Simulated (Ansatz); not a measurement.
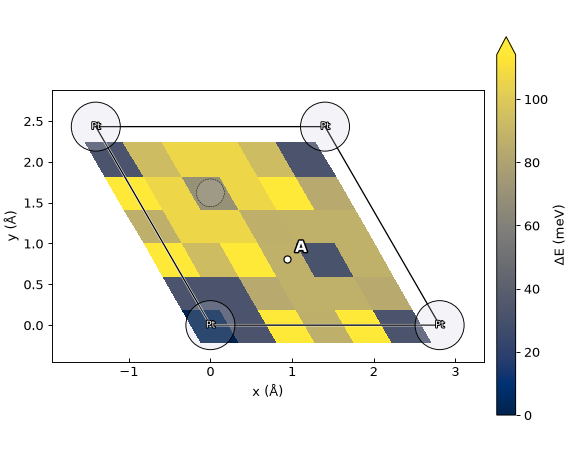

H on a Pt(111) slab cut from the Fm-3m phase, its upper half relaxed before the scan (3 atoms of substrate and one adsorbate in a 1 × 1 cell). H is moved over the surface cell; relaxed at each place: the height of the adsorbate's atoms and the top layer of the substrate; the origin of the map has the adsorbate above Pt3. Places are given modulo a cell vector. The map is drawn in real space over the plane of the surface. The scan uses a 6 × 6 grid; 10 points were computed and 26 follow by symmetry. Energies are in meV, from the lowest grid point. With one adsorbate in each 1 × 1 cell, its nearest image is 2.8 Å away, so neighbouring adsorbates interact. Level of theory: Ansatz 0.2.0, DFT PBE, scalar-relativistic, plane waves, PAW. Settings: cutoff 420 eV, k-mesh 12×12×1, gaussian smearing 0.1 eV, no spin polarisation.

The picture shows one coloured cell a grid point, labelled circles for the atoms of the top layer and small ones for the second layer, the outline of one cell of the plane, one colour for all values above the top of the scale, the point A.

> Is A at rest? If not, where is it pushed?

A, at (3/6, 2/6) of the cell vectors, is not a stationary point. The computed force is 0.23 eV/Å in the plane, pointing up and right in the picture (components 0.20 and 0.11 eV/Å).

PAW datasets: the set soft_1.
